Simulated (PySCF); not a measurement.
SMILES CB(O[SiH2]O[SiH2]C)C at its GFN2-xTB optimised geometry (Å):

```
21

Si    -0.4492    -2.8026    -2.8163
C     -0.5458    -1.0797    -3.6039
O      0.2917    -2.7238    -1.3714
Si     0.7162    -1.9803     0.0000
O      0.0929    -0.5000     0.0000
B      0.0230     0.8168    -0.1290
C      1.3487     1.6968    -0.2258
C     -1.4082     1.5161    -0.1937
H     -1.7883    -3.3472    -2.5747
H      0.3979    -3.7141    -3.5879
H      0.4463    -0.6729    -3.7838
H     -1.0699    -1.1008    -4.5548
H     -1.0665    -0.3826    -2.9518
H      0.0670    -2.6613     1.1128
H      2.1773    -1.9803     0.0000
H      2.2118     1.1859     0.1935
H      1.5743     1.9014    -1.2715
H      1.2480     2.6613     0.2649
H     -1.4531     2.2809    -0.9656
H     -2.2118     0.8054    -0.3688
H     -1.6196     2.0174     0.7495
```

Level of theory: B3LYP/def2-SVP run with PySCF. Cells within 0.4 Å of a nucleus heavier than hydrogen are left out (blank, or x).

Map of the deformation density (molecule minus spherical neutral atoms) (e/bohr³) on the plane z = 0.0 Å:

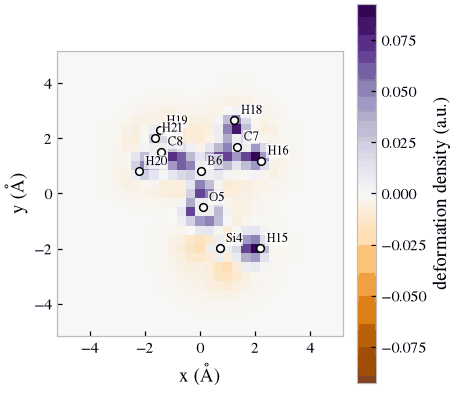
Deformation density (molecule minus spherical neutral atoms) (e/bohr³) on the plane z = 0.0 Å.
